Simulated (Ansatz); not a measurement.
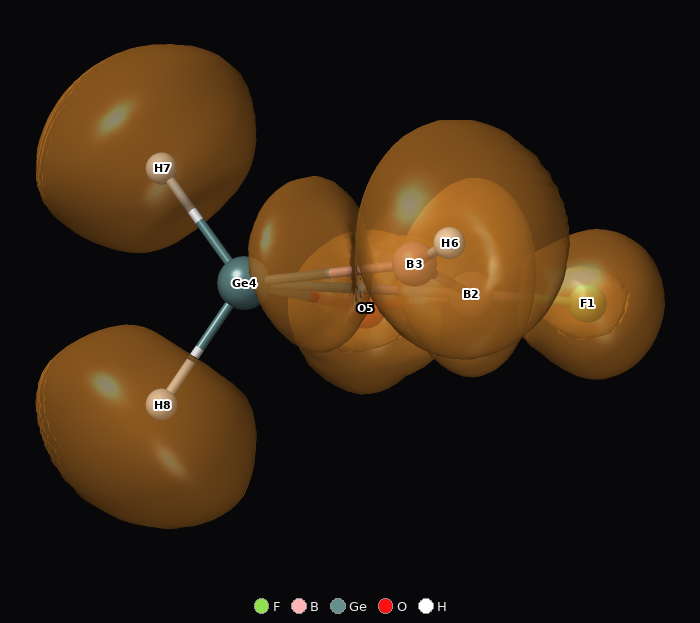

*B2FGeH3O. Isosurface of the ELF at 0.75 (orange), seen from one side. Only the valence region is drawn (cores and ρ < 0.01 e/Å³ removed).*

Geometry: PBE0-D4/def2-TZVP.

These are results of Ansatz, RKS PBE0-D4/def2-TZVPP, not measurements.

```xyz
8

F     2.2286    0.4291    1.3662
B     1.1311    0.1986    0.6591
B    -0.5463    0.5711    0.9250
Ge   -0.6592   -0.3955   -0.8983
O     1.1744   -0.4469   -0.5288
H    -1.2795    1.0897    1.7018
H    -0.8282    0.3497   -2.2333
H    -1.1289   -1.8526   -1.0473
```

### Describe the localisation domains.

At this value the surface marks out one region between bonded B–B atoms (shared pairs), three regions around hydrogen nuclei, one region on F in which the atom's valence shell and bonds are merged, one region on O in which the atom's valence shell and bonds are merged and one region wrapped around Ge (its valence shell).

Values along the shortest contacts:
B–F (1.33 Å): the ELF peaks at about 0.85 between the atoms, as expected for a polar covalent bond. B–O (1.35 Å): the ELF peaks at about 0.90 between the atoms (a polar covalent bond).
